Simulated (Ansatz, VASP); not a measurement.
# P in two plane-wave programs, part 2 of 3

Aim: how closely do two programs agree when they are given the same cell, functional and k mesh?

VASP 6.6.1 and Ansatz 0.2.0.

So far: The starting structure; VASP: band structure, HSE06.

## 3. Ansatz: band structure, HSE06

Level of this step: Ansatz beside VASP: Kohn-Sham DFT, plane waves, HSE06 (Ansatz).

Ansatz runs on its default PAW (the set named soft_2) files.

The same cell, functional, mesh and smearing now go to Ansatz, which takes its cutoff from its data sets.

input.yaml reads:

```yaml
crystal:
  lattice:
    - [1.6582, -5.242, 0.0]
    - [1.6582, 5.242, 0.0]
    - [0.0, 0.0, 4.3793]
  atoms:
    - { symbol: P, position: [0.39838, 0.60162, 0.41932] }
    - { symbol: P, position: [0.10162, 0.89838, 0.91932] }
    - { symbol: P, position: [0.60162, 0.39838, 0.58068] }
    - { symbol: P, position: [0.89838, 0.10162, 0.08068] }
hamiltonian:
  xc: { exchange: pbe, correlation: pbe, exx: { coeff: 0.25, omega: 0.2 } }
  pseudopotentials: { kind: paw }
kpoints:
  mp_grid: { grid: [5, 5, 3] }
  band_path:
    path:
      - [0.0, 0.0, 0.0]
      - [0.27502, 0.27502, 0.0]
      - [0.0, 0.5, 0.05556]
      - [0.06111, 0.45, 0.5]
      - [0.18334, 0.18334, 0.5]
      - [0.0, 0.0, 0.27778]
      - [-0.22222, 0.22222, 0.0]
      - [-0.5, 0.5, 0.0]
      - [-0.37501, 0.62499, 0.0]
      - [-0.27502, 0.72498, 0.33333]
      - [-0.45, 0.55, 0.5]
      - [-0.5, 0.5, 0.05556]
      - [-0.5, 0.5, 0.5]
    npoints: 1
scf:
  occupations: { method: gaussian, width: 0.03 }
  n_extra_bands: 8
output:
  forces: true
  stress: true
  eigenvalues: true
```

Run with:

```console
$ ansatz run input.yaml --threads 4 --pin off --max-ram 9216MiB --backend cpu --events-out ev --progress --plain --runs-dir out
```

Numbers of over 12 decimals in the logs are rounded to 6 here.

Log:

```text
Warning: output.stress: scf.convergence.dr2_threshold = 1e-7 eV (the SCF's general default) is looser than the 4e-10 eV advised for a printed stress (1e-10 eV for each atom of the cell: 4). What an SCF threshold leaves in a stress goes as its square root, and in the free energy as the threshold itself, and one threshold admits the most on a small cell: [figures from the program's tests cut] Set scf.convergence.dr2_threshold to 4e-10 eV or tighter. The threshold is an SCF's pass mark: one that does not reach it within its budget of iterations ends unconverged, or closes short of it on a stop that the run arms, and scf.convergence.dr2_threshold's page says what that costs each kind of run
Warning: output.stress: scf.exx.energy_threshold = 1e-6 eV is looser than the 4e-8 eV advised for a stress under a hybrid functional (1e-8 eV for each atom of the cell: 4). Every SCF of the exchange loop can meet its threshold on dr2 while the loop round them stops early: no threshold on dr2 bounds what that leaves in the stress. Set scf.exx.energy_threshold to 4e-8 eV or tighter. The threshold is the loop's pass mark: a loop that does not reach it within its budget of cycles ends unconverged, and scf.exx.energy_threshold's page has the law
scf.n_extra_bands = 8 over 10 filled bands (N_el = 20.0): the run solves 18 bands
Engine: ansatz 0.2.0, aarch64-unknown-linux-gnu
Pseudopotentials: kind: paw
Pseudopotential: P, paw, valence charge 5, recommended cutoff 420 eV (normal), P.paw.azcp
Functional definition: unnamed
  parameter a_1 = 0.25
  parameter omega_1 = 0.2/angstrom
  exchange = pbe_x + (-a_1)*pbe_x_sr(omega_1) + a_1*exact_x_sr(omega_1)
  correlation = pbe_c
Crystal: 4 atoms, lattice volume = 76.132 Å³
Basis set: ecut = 420 eV, 1491 PW (Γ), exchange–correlation on 80×80×60 points (8 copies of the dense FFT grid, shifted against one another)
Bands: 18, of which v1, the nominal top of the filled ones, is band 10 counted from 1 (9 counted from 0)
Symmetry: 8 space group operations
Space group: Cmce (ITA 64), of the structure as read, at distance tolerance 4.2e-5 Å
k-points: 18 of 75
Non-local potential: P, projectors of the file, l = 0: 2, l = 1: 2, l = 2: 2
PAW form: soft (Blöchl's): semilocal exchange-correlation on the pseudo side does not see the compensation charge
PAW frozen core: P, regenerated for the run's functional, and the local potential with it (the file was generated under x = pbe(κ = 0.804, μ = 0.219515), c = pbe(β = 0.066725))
PAW one-centre angular grid: P, 110 points (default); XC on 64 Gauss nodes
Initial density: superposition of atomic densities (neutral atoms: chi_scale 0, normalization atom), corrected by the library's trained network
Initial wavefunctions: pseudopotential atomic-orbital guess
Functional: x = pbe(κ = 0.804, μ = 0.219515), c = pbe(β = 0.066725), warm-up for x = pbe(κ = 0.804, μ = 0.219515) + 0.25 (exact − pbe) at short range (hse, ω = 0.2 Å⁻¹), c = pbe(β = 0.066725)
SCF iter   1: F=—  HF=-3022.589698 eV  |F-HF|=—  |Δ(HF+E_count)|=         —  Δρ=1.95e-3  dr2=1.87e-3  ethr=1.77e-3  ⟨swp⟩=10.1  Hψ=1676  notcnv=0
preconditioner: auto → none  [insulator: Δε(μ)=0.217 eV  Ē_g=10.546 eV  σ=0.030 eV  W_gap=1.00  n_scr=12 (ndim 8)  ℏωp=19.0 eV  f_vac=0.000  D(μ)=0.00/eV (n_scr^D=0)]
SCF iter   2: F=—  HF=-3022.589701 eV  |F-HF|=—  |Δ(HF+E_count)|=   2.52e-6  Δρ=8.90e-4  dr2=2.81e-4  ethr=9.34e-6  ⟨swp⟩=4.4  Hψ=829  notcnv=0  defer=8
iter 3 solved again at ethr=7.71e-8 eV; its pass at ethr=1.41e-6 eV (dr2=1.54e-5 eV) is discarded
SCF iter   3: F=—  HF=-3022.589792 eV  |F-HF|=—  |Δ(HF+E_count)|=   9.10e-5  Δρ=2.00e-4  dr2=1.50e-5  ethr=7.71e-8  ⟨swp⟩=2.7  Hψ=1090  notcnv=0  defer=1
SCF iter   4: F=-3022.589803 eV  HF=-3022.589805 eV  |F-HF|=1.90e-6  |Δ(HF+E_count)|=   1.31e-5  Δρ=4.21e-5  dr2=3.01e-6  ethr=7.49e-8  ⟨swp⟩=3.1  Hψ=628  notcnv=0  defer=1
SCF 1 stopped early in 4 iterations: F = -3022.589803 eV  dr2 = 3.01e-6
  greatest PAW one-centre occupation: 0.809 electrons in one spin orbital (limit 2), on the P atom at site 3 (counted from 0), in its partial waves of l = 0
Initial density: handed on by an earlier stage of this run
Initial wavefunctions: those handed on with the density
Functional: x = pbe(κ = 0.804, μ = 0.219515) + 0.25 (exact − pbe) at short range (hse, ω = 0.2 Å⁻¹), c = pbe(β = 0.066725)
Exchange kernel: α = 0.2500, screened, ω = 0.2000 Å⁻¹, Wigner–Seitz truncation, v(0) = 1106.9487 eV·Å³, q-mesh 5×5×3, nearest image of the exchange supercell L = 13.14 Å, pair-density grid 24×24×18, without the augmentation charges, whose exchange is taken in its separable form by FFT convolution over the k-point mesh (sized by the pseudopotential files, 24×36×30 at the most), smooth part of the exact exchange by density-matrix convolution
Frozen-core exchange: fock
SCF iter   1: F=—  HF=-3024.401667 eV  |F-HF|=—  |Δ(HF+E_count)|=         —  Δρ=4.14e-3  dr2=1.23e-2  ethr=1.51e-7  ⟨swp⟩=9.6  Hψ=2026  notcnv=0
preconditioner: auto → none  [insulator: Δε(μ)=0.742 eV  Ē_g=12.096 eV  σ=0.030 eV  W_gap=1.00  n_scr=12 (ndim 8)  ℏωp=19.0 eV  f_vac=0.000  D(μ)=0.00/eV (n_scr^D=0)]
SCF iter   2: F=—  HF=-3024.397262 eV  |F-HF|=—  |Δ(HF+E_count)|=   4.41e-3  Δρ=1.68e-3  dr2=2.63e-3  ethr=1.51e-7  ⟨swp⟩=4.9  Hψ=1049  notcnv=0
SCF iter   3: F=—  HF=-3024.405262 eV  |F-HF|=—  |Δ(HF+E_count)|=   8.00e-3  Δρ=1.18e-3  dr2=9.65e-4  ethr=1.51e-7  ⟨swp⟩=4.2  Hψ=933  notcnv=0
SCF iter   4: F=—  HF=-3024.404951 eV  |F-HF|=—  |Δ(HF+E_count)|=   3.11e-4  Δρ=2.01e-4  dr2=5.22e-5  ethr=1.51e-7  ⟨swp⟩=4.0  Hψ=777  notcnv=0
SCF iter   5: F=—  HF=-3024.405142 eV  |F-HF|=—  |Δ(HF+E_count)|=   1.91e-4  Δρ=1.65e-4  dr2=3.13e-5  ethr=1.02e-7  ⟨swp⟩=3.9  Hψ=712  notcnv=0
SCF iter   6: F=-3024.405132 eV  HF=-3024.405133 eV  |F-HF|=1.13e-6  |Δ(HF+E_count)|=   9.20e-6  Δρ=2.55e-5  dr2=2.00e-6  ethr=1.02e-7  ⟨swp⟩=3.0  Hψ=596  notcnv=0
SCF 2 stopped early in 6 iterations: F = -3024.405132 eV  dr2 = 2.00e-6
  Residual-converged pass: ⟨swp⟩=4.0  Hψ=822  notcnv=0  max |occ|·‖R‖ = 6.3e-6 eV (tolerance 6.7e-6 eV)  dr2=2.02e-6  dr2_onsite=8.41e-9  max |Δocc| = 4.9e-83
  greatest PAW one-centre occupation: 0.805 electrons in one spin orbital (limit 2), on the P atom at site 3 (counted from 0), in its partial waves of l = 0
hybrid outer 1: dexx = +9.701e-3 eV, tail = 7.26e-6 eV
Exchange kernel: α = 0.2500, screened, ω = 0.2000 Å⁻¹, Wigner–Seitz truncation, v(0) = 1106.9487 eV·Å³, q-mesh 5×5×3, nearest image of the exchange supercell L = 13.14 Å, pair-density grid 24×24×18, without the augmentation charges, whose exchange is taken in its separable form by FFT convolution over the k-point mesh (sized by the pseudopotential files, 24×36×30 at the most), smooth part of the exact exchange by density-matrix convolution
Frozen-core exchange: fock
SCF iter   1: F=—  HF=-3024.405172 eV  |F-HF|=—  |Δ(HF+E_count)|=         —  Δρ=1.82e-5  dr2=2.33e-7  ethr=1.82e-7  ⟨swp⟩=5.8  Hψ=1028  notcnv=0
preconditioner: auto → none  [insulator: Δε(μ)=0.802 eV  Ē_g=12.118 eV  σ=0.030 eV  W_gap=1.00  n_scr=12 (ndim 8)  ℏωp=19.0 eV  f_vac=0.000  D(μ)=0.00/eV (n_scr^D=0)]
SCF iter   2: F=—  HF=-3024.405172 eV  |F-HF|=—  |Δ(HF+E_count)|=   2.92e-7  Δρ=1.03e-5  dr2=1.03e-7  ethr=8.96e-10  ⟨swp⟩=3.6  Hψ=693  notcnv=0
SCF iter   3: F=—  HF=-3024.405172 eV  |F-HF|=—  |Δ(HF+E_count)|=   2.58e-8  Δρ=2.87e-6  dr2=2.93e-9  ethr=4.62e-10  ⟨swp⟩=3.1  Hψ=591  notcnv=0
SCF iter   4: F=-3024.405172 eV  HF=-3024.405172 eV  |F-HF|=1.21e-10  |Δ(HF+E_count)|=   8.67e-9  Δρ=6.99e-7  dr2=2.89e-10  ethr=1.08e-11  ⟨swp⟩=4.2  Hψ=894  notcnv=0
SCF 3 converged in 4 iterations: F = -3024.405172 eV  dr2 = 2.89e-10
  Residual-converged pass: ⟨swp⟩=3.0  Hψ=618  notcnv=0  max |occ|·‖R‖ = 5.4e-7 eV (tolerance 5.7e-7 eV)  dr2=2.88e-10  dr2_onsite=4.22e-12  max |Δocc| = 2.4e-86
hybrid outer 2: dexx = +3.597e-7 eV, tail = 1.70e-9 eV, Δε = 1.40e-3 eV (about 2.16e-5 eV left of the loop's levels), ΔF = 6.01e-4 eV/Å (tail 1.25e-4)
NSCF: frozen V_eff on 13 k-points
hybrid SCF converged: 2 outer / 10 inner (+4 warm-up), last move |dexx| = 3.60e-7 eV, tail = 1.70e-9 eV
Stability not checked: this state was not tested for a lower state beside it, because the functional holds exact exchange (a hybrid, or Hartree-Fock), whose exchange loop this test does not read (fock_operator; see scf.lower_state_search)
Free energy (F): -3024.405172 eV
Frozen-core exchange: fock
Harris-Foulkes:  -3024.405172 eV  (|F-HF|=1.21e-10)
Internal energy: -3024.405172 eV  (E = F + TS)
E sigma→0 (E₀):  -3024.405172 eV
Fermi energy:    7.838225 eV
--- Per-component energies (eV) ---
  E_band       = -3.165236
  E_kinetic    = 279.611645
  E_local      = -273.616488  (includes V_loc(G=0)·N_el)
  E_nonlocal   = 133.893146
  E_hartree    = 74.530962
  E_xc         = -199.706225
  E_vxc        = -196.540473  (∫ρ·V_xc dr)
  E_exx        = -32.394570  (= α·E_x^exact, valence–valence)
  E_paw        = -2291.917959  (= ΣΔE_a)
  E_vpaw       = -30.785602  (= ΣTr[D̂ρ^β])
  E_aug_tail   = 0.000013  (compensation charges beyond the density's cutoff)
  E_ewald      = -714.502864
  E_core_change = -0.302832  (= ΣΔE_core)
  E_smearing   = -0.000000  (= −TS)
  E_closure    = -0.000000  (closes the sum)
  Σ components = -3024.405172   (vs F -3024.405172, Δ=0.00e0)
--- Forces (eV/Å), atoms counted from 1 ---
  atom   1  P      0.00000000    -0.21564630    -0.14393693
  atom   2  P      0.00000000     0.21564630    -0.14393693
  atom   3  P     -0.00000000     0.21564630     0.14393693
  atom   4  P      0.00000000    -0.21564630     0.14393693
  max |Σ_I F_I| component: 5.55e-17 eV/Å
--- Stress (GPa, compression-positive) ---
        0.193172      -0.000000       0.000000
       -0.000000      -0.318729      -0.000000
        0.000000      -0.000000      -0.225999
  P = ⅓ Tr σ = -0.1172 GPa (-1.172 kbar)
--- Band table (eV; the first three rows and the last of 18) ---
  k-point 0: bands = [... 6 lower, 2.8928, 4.2058, 4.5226, 5.8051, 8.7147, 9.1362, 10.0181, 11.2688, ... 4 higher]
  k-point 1: bands = [... 6 lower, 3.3788, 4.2596, 4.3191, 6.5632, 9.2481, 9.5604, 10.5102, 11.5734, ... 4 higher]
  k-point 2: bands = [... 6 lower, 2.3199, 3.7732, 4.4073, 6.0297, 9.0440, 9.6042, 11.2239, 11.6220, ... 4 higher]
  k-point 17: bands = [... 6 lower, 3.8972, 4.3549, 5.5063, 6.6081, 9.0888, 9.3762, 10.1279, 10.7176, ... 4 higher]
```

Wall time 47 s (4 threads of Arm Neoverse V1, shared host); peak memory 0.97 GiB.

The column dr2 measures how far the density is from self-consistency, as an energy; F and HF (Harris–Foulkes) agree once it is small.

## 4. Comparison

Known differences besides the PAW data sets themselves: exact exchange at q = 0 is treated differently, which shows on coarse meshes; VASP keeps PBE cores, Ansatz makes them for the functional; the cutoff is 420 eV in Ansatz and 350 eV in VASP; VASP takes a coarser grid for exact exchange (PRECFOCK = Fast). Total energies have different zeros and are not compared.

Compared:

```csv
quantity,Ansatz,VASP,difference
gap over the path points (eV),0.259,0.285,-0.026
```

Forces (eV/Å; atoms numbered as in POSCAR):

```csv
atom,"Ansatz x, y, z","VASP x, y, z"
P1,"0.000, -0.216, -0.144","0.000, -0.274, -0.202"
P2,"0.000, 0.216, -0.144","0.000, 0.274, -0.202"
P3,"0.000, 0.216, 0.144","0.000, 0.274, 0.202"
P4,"0.000, -0.216, 0.144","0.000, -0.274, 0.202"
```

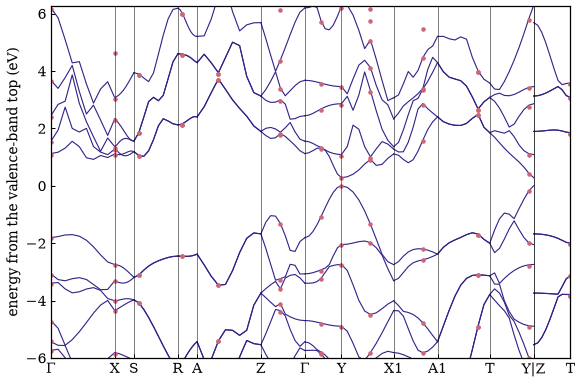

Bands from VASP (lines) and levels from Ansatz (dots). Dots without a line are higher empty bands that the VASP plot leaves out.

Levels at points of the path, from each program's valence-band top (eV; 4 filled, then empty):

```
k (reciprocal lattice)                                  Ansatz                                    VASP
     0.000 0.000 0.000  -4.73 -3.42 -3.10 -1.82 1.09 1.51 2.40  -4.70 -3.39 -3.07 -1.81 1.12 1.56 2.44
     0.275 0.275 0.000  -4.36 -4.01 -3.31 -2.75 1.08 1.25 1.33  -4.35 -4.01 -3.31 -2.75 1.11 1.28 1.36
     0.000 0.500 0.056  -4.09 -4.09 -3.11 -3.11 1.02 1.02 1.83  -4.08 -4.08 -3.10 -3.10 1.06 1.06 1.86
     0.061 0.450 0.500  -6.18 -6.18 -2.46 -2.46 2.12 2.12 4.55  -6.17 -6.17 -2.45 -2.45 2.16 2.16 4.59
     0.183 0.183 0.500  -5.42 -5.42 -3.47 -3.47 3.70 3.70 3.90  -5.41 -5.41 -3.46 -3.46 3.72 3.72 3.94
     0.000 0.000 0.278  -4.13 -3.60 -3.27 -1.32 1.77 1.82 2.97  -4.10 -3.59 -3.24 -1.31 1.82 1.87 3.00
    -0.222 0.222 0.000  -4.82 -3.24 -2.96 -1.07 1.27 1.31 2.63  -4.78 -3.22 -2.92 -1.07 1.32 1.34 2.68
    -0.500 0.500 0.000   -4.93 -2.77 -2.06 0.00 0.26 1.05 2.81   -4.89 -2.74 -2.05 0.00 0.28 1.09 2.86
    -0.375 0.625 0.000  -5.84 -4.50 -1.98 -1.34 0.89 0.98 3.28  -5.81 -4.48 -1.98 -1.34 0.92 1.01 3.32
    -0.275 0.725 0.333  -5.83 -4.79 -2.58 -2.20 1.56 2.83 3.34  -5.82 -4.78 -2.58 -2.20 1.60 2.87 3.38
```

The forces differ by 48 meV/Å r.m.s., which is 24.2 % of the r.m.s. force of 0.20 eV/Å (both taken over all components). Among the levels compared (up to four filled and three empty ones at each point), filled levels agree within 36 meV and empty ones within 55 meV.

## 5. Further runs

The difference is large enough to ask for its cause, so further runs change the set-up of one program at a time, as the table lists.

```
                                       run  r.m.s. force difference (meV/Å)
                                  as above                               48
        cores kept as stored, as VASP does                               41
   Ansatz's larger PAW set (cutoff 510 eV)                               44
norm-conserving potentials (cutoff 599 eV)                               51
```

## 6. VASP: band structure, PBE0

The same path points are solved in both programs, so levels can be compared one by one.

INCAR reads:

```
SYSTEM = P
PREC = Accurate
ENCUT = 350
EDIFF = 1E-06
NELM = 100
ISMEAR = 0
SIGMA = 0.03
LREAL = .FALSE.
ALGO = Normal
LHFCALC = .TRUE.
AEXX = 0.25
GGA = PE
LASPH = .TRUE.
NBANDS = 16
PRECFOCK = Fast
HFRCUT = -1
LORBIT = 11
LWAVE = .FALSE.
LCHARG = .FALSE.
KPAR = 8
```

POSCAR reads:

```
P
1.0
    1.6582000000     -5.2420000000      0.0000000000
    1.6582000000      5.2420000000      0.0000000000
    0.0000000000      0.0000000000      4.3793000000
P
4
Direct
    0.3983800000      0.6016200000      0.4193200000
    0.1016200000      0.8983800000      0.9193200000
    0.6016200000      0.3983800000      0.5806800000
    0.8983800000      0.1016200000      0.0806800000
```

KPOINTS reads:

```
Automatic mesh
0
Gamma
5 5 3
0 0 0
```

KPOINTS_OPT reads:

```
Line mode
10
Line-mode
Reciprocal
  0.00000000   0.00000000   0.00000000 GAMMA
  0.27501611   0.27501611   0.00000000 X

  0.27501611   0.27501611   0.00000000 X
  0.00000000   0.50000000   0.00000000 S

  0.00000000   0.50000000   0.00000000 S
  0.00000000   0.50000000   0.50000000 R

  0.00000000   0.50000000   0.50000000 R
  0.27501611   0.27501611   0.50000000 A

  0.27501611   0.27501611   0.50000000 A
  0.00000000   0.00000000   0.50000000 Z

  0.00000000   0.00000000   0.50000000 Z
  0.00000000   0.00000000   0.00000000 GAMMA

  0.00000000   0.00000000   0.00000000 GAMMA
 -0.50000000   0.50000000   0.00000000 Y

 -0.50000000   0.50000000   0.00000000 Y
 -0.27501611   0.72498389   0.00000000 X1

 -0.27501611   0.72498389   0.00000000 X1
 -0.27501611   0.72498389   0.50000000 A1

 -0.27501611   0.72498389   0.50000000 A1
 -0.50000000   0.50000000   0.50000000 T

 -0.50000000   0.50000000   0.50000000 T
 -0.50000000   0.50000000   0.00000000 Y

  0.00000000   0.00000000   0.50000000 Z
 -0.50000000   0.50000000   0.50000000 T
```

The projector-augmented-wave data sets are P (PBE family, release 64).

Run with:

```console
$ mpirun -np 8 vasp_std
```

Log:

```text
[banner, memory and clock lines left out]
running    8 mpi-ranks, on    1 nodes
[...]
[... a notice as in an earlier step ...]

 LDA part: xc-table for (Slater+PW92), standard interpolation
 found WAVECAR, reading the header
 POSCAR, INCAR and KPOINTS ok, starting setup
[...]
HFRCUT set to (new)   11.087844
 reading WAVECAR
 the WAVECAR file was read successfully
 initial charge from wavefunction
 entering main loop
       N       E                     dE             d eps       ncg     rms          rms(c)
DAV:   1    -0.281642814188E+02   -0.28164E+02   -0.16220E+00   584   0.878E+00    0.428E+00
DAV:   2    -0.281851937164E+02   -0.20912E-01   -0.63435E-02   752   0.135E+00    0.286E+00
DAV:   3    -0.281831025500E+02    0.20912E-02   -0.45804E-03   728   0.370E-01    0.166E+00
DAV:   4    -0.281819684071E+02    0.11341E-02   -0.83740E-04   728   0.174E-01    0.932E-01
[...]
DAV:   8    -0.281814181858E+02    0.11109E-04   -0.84171E-06   704   0.184E-02    0.899E-02
DAV:   9    -0.281814151320E+02    0.30538E-05   -0.25539E-06   552   0.104E-02    0.502E-02
DAV:  10    -0.281814143844E+02    0.74752E-06   -0.86012E-07   392   0.632E-03
   1 F= -.28181414E+02 E0= -.28181414E+02  d E =-.418071E-15
 Start KPOINTS_OPT (optional k-point list driver)
k-point batch [1-18\120]
       N       E                     dE             ncg
DAV:   1     0.760297441058E+03   -0.65978E+04      576
DAV:   2    -0.473705592419E+03   -0.12340E+04      776
DAV:   3    -0.592359810952E+03   -0.11865E+03      720
DAV:   4    -0.594093557003E+03   -0.17337E+01      744
DAV:   5    -0.594117567763E+03   -0.24011E-01      728
DAV:   6    -0.594117978125E+03   -0.41036E-03      728
DAV:   7    -0.594117988039E+03   -0.99139E-05      704
DAV:   8    -0.594117988327E+03   -0.28809E-06      552
[...]
k-point batch [109-120\120]
       N       E                     dE             ncg
DAV:   1     0.254063309909E+04   -0.34430E+04      384
DAV:   2     0.165713665215E+04   -0.88350E+03      512
DAV:   3     0.156734735414E+04   -0.89789E+02      496
DAV:   4     0.156560413434E+04   -0.17432E+01      504
DAV:   5     0.156557585867E+04   -0.28276E-01      488
DAV:   6     0.156557526507E+04   -0.59360E-03      488
DAV:   7     0.156557524975E+04   -0.15318E-04      424
DAV:   8     0.156557524930E+04   -0.45763E-06      384
```

[end of part 2 of 3]

[Lines on the potential files, build, host, timing and source positions are cut from VASP's logs without a mark.]

[Logs are printed without paths, hosts, clocks, repeated set-up lines and the standing remarks that a program may print on its own settings, such as how far it seeks lower states.]

[Hosts, paths, dates, database ids (printed as entryN), source tags and the programs' standing remarks are cut or masked in the printed files.]
